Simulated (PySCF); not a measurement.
# Run report: CH7NOSi (charge +1), geometry relaxation (part 3 of 3)

The same run, continued: CH7NOSi, charge +1, multiplicity 2; HF/6-31G*, UHF (PySCF 2.14.0). The atoms were displaced at random from an optimised geometry. The geometry is that of the parent species in another charge or spin state.

Geometry of the input (Å):
```
C  -0.6742  1.7301  0.4917
O  -0.6036  0.4973  -0.2650
Si 0.5580  -0.6227  0.0453
N  0.3210  -2.0187  -0.9076
H  0.2863  2.2863  0.3776
H  -1.5018  2.2795  0.1321
H  -0.7839  1.5394  1.5775
H  0.4025  -1.0605  1.4617
H  1.9208  -0.0865  -0.2009
H  -0.3837  -2.6242  -0.7945
H  0.5670  -1.9684  -1.9183
```

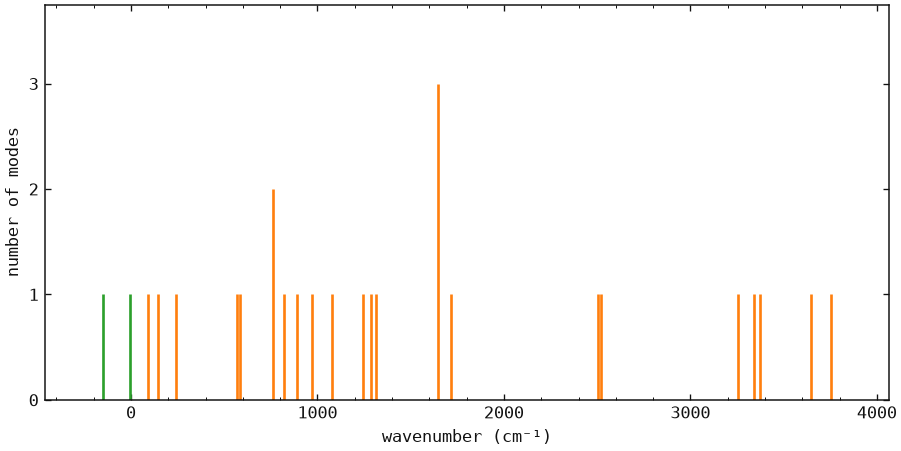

Figure 1. Harmonic vibrational wavenumbers from the force constants; neighbouring modes closer than 18 cm⁻¹ are counted in one stick, and imaginary ones are drawn at negative wavenumbers. 27 modes from 151i to 3755 cm⁻¹, 1 imaginary beyond 8i (151i cm⁻¹): a first-order saddle point, if the geometry is stationary.

**Results in brief**

```csv
quantity,value
outcome,converged
total energy,−459.933207 hartree
basis functions,74
⟨S²⟩,0.760
zero-point energy,0.090684 hartree
"wavenumbers, lowest and highest",151i and 3755 cm⁻¹
hardware,"1 thread of Arm Neoverse V1, 24 GiB of memory available, shared host"
wall time,2.2 min
peak memory,0.19 GiB
```

**Notes**

Further notes kept with the run: dipole of an ion depends on the origin.
